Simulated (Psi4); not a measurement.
Reaction (SMILES): [C-]#[S+] (C-S) + 3 [H][H] (H2) → C (CH4) + S (H2S)
B3LYP-D3(BJ)/def2-TZVP geometries, fixed; electronic energies without zero-point terms.

Basis-set convergence of the energy of full hydrogenation at PBE0 with Psi4. Cartesian d functions, on some or all atoms, in 6-31G*, 6-31+G*; all else is spherical. Density fitting with the program's default auxiliary sets. Psi4's default fitting sets serve the pcseg sets less well. No added dispersion term, no relativity. Functions are those of the species that has most. Reference: the value in aug-cc-pV(Q+d)Z, -116.48 kcal/mol, itself unsure by roughly 0.06 kcal/mol (its mean distance from def2-QZVPPD, def2-QZVPP, cc-pV(Q+d)Z). Deviations are taken from unrounded values.

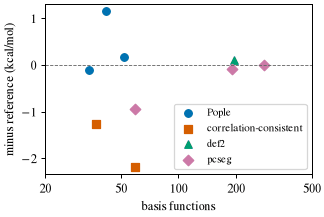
Fig. 1. Deviation from the reference against the number of basis functions, by family of sets.

```json
[
 {"basis": "6-31G*", "functions": "34", "energy of full hydrogenation (kcal/mol)": "-116.58", "minus reference (kcal/mol)": "-0.10"},
 {"basis": "cc-pV(D+d)Z", "functions": "37", "energy of full hydrogenation (kcal/mol)": "-117.75", "minus reference (kcal/mol)": "-1.27"},
 {"basis": "6-31+G*", "functions": "42", "energy of full hydrogenation (kcal/mol)": "-115.33", "minus reference (kcal/mol)": "1.15"},
 {"basis": "6-311+G**", "functions": "52", "energy of full hydrogenation (kcal/mol)": "-116.31", "minus reference (kcal/mol)": "0.17"},
 {"basis": "aug-cc-pV(D+d)Z", "functions": "59", "energy of full hydrogenation (kcal/mol)": "-118.66", "minus reference (kcal/mol)": "-2.18"},
 {"basis": "aug-pcseg-1", "functions": "59", "energy of full hydrogenation (kcal/mol)": "-117.43", "minus reference (kcal/mol)": "-0.95"},
 {"basis": "pcseg-3", "functions": "192", "energy of full hydrogenation (kcal/mol)": "-116.57", "minus reference (kcal/mol)": "-0.09"},
 {"basis": "def2-QZVPPD", "functions": "195", "energy of full hydrogenation (kcal/mol)": "-116.38", "minus reference (kcal/mol)": "0.10"},
 {"basis": "aug-pcseg-3", "functions": "281", "energy of full hydrogenation (kcal/mol)": "-116.47", "minus reference (kcal/mol)": "0.00"}
]
```
